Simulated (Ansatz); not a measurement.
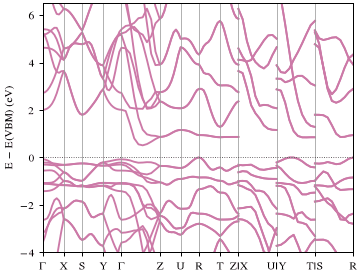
Figure. Band structure from the program Ansatz at the r²SCAN level (PAW)

Problem. Read off the gap and where the band edges lie.

Solution. About 0.5 eV (0.51 eV by a search for the band edges); maximum on the Y–T line, 39 % of the way from Y, minimum on the Γ–Z line, 54 % of the way from Γ.

The material is FeAs$_{2}$ in space group Pnnm (No. 58; Fe on 2a, As on 4g).

The workflow started from a Materials Project entry (that database holds measured and hypothetical structures alike); the Crystallography Open Database files this formula in space group No. 58, but the cells were not matched. Its standing as an ambient phase is unchecked. The r²SCAN relaxation kept the symmetry of its start; whether a distortion lowers the energy is not shown. No spin polarisation was allowed. Scalar-relativistic: spin–orbit coupling is off unless named, which matters more the heavier the elements.

Potentials: the later of the program's two PAW sets.
